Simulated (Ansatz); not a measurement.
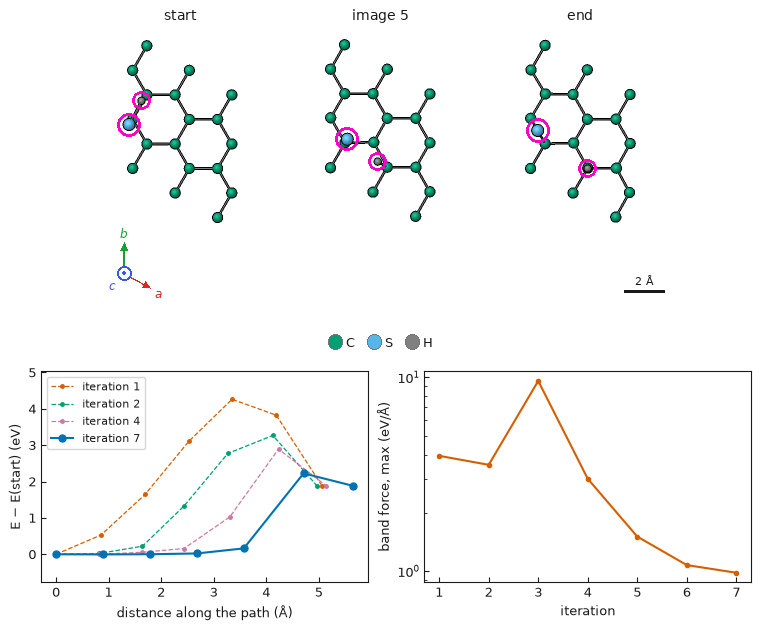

A nudged-elastic-band calculation for SH on graphene monolayer (20 atoms in the cell). Images are numbered from 0 (start) to 6 (end). The plot follows the band through its iterations. A ball-and-stick model of the simulation cell, with the vacuum cut short (origin moved), seen along the c axis. The atoms that move most are ringed. Bonds to atoms that aren't drawn are left out.

Computed with DFT PBEsol, scalar-relativistic, plane waves, PAW in Ansatz 0.2.0. Set-up: plane-wave cutoff 420 eV; k-point mesh 2 × 2 × 1; Gaussian smearing 0.02 eV; spin collinear; 5 movable images; climbing image; force threshold 0.03 eV/Å; iteration limit 75; spring constant 1.0 eV/Å²; starting path by image-dependent pair potential.

### Judge this run.

The result isn't final. The band hadn't converged when the run stopped after 7 iterations. The largest component of the band force went from 3.9 to 0.98 eV/Å. The barrier read from it is provisional: over the last two iterations the highest image moved from 2.60 eV to 2.23 eV. The first iteration put the highest image at 4.26 eV. The energy climbs by 2.23 eV to image 5 and then falls by 0.34 eV, so the end point sits at +1.88 eV.

Limits of the set-up: the periodic images lie only 7.4 Å apart, so the values are limited by the cell's size.

The run took 5.6 min on 2 threads of AMD EPYC 9R45 96-Core Processor (Zen 5) (shared host), peak memory 2 GiB.
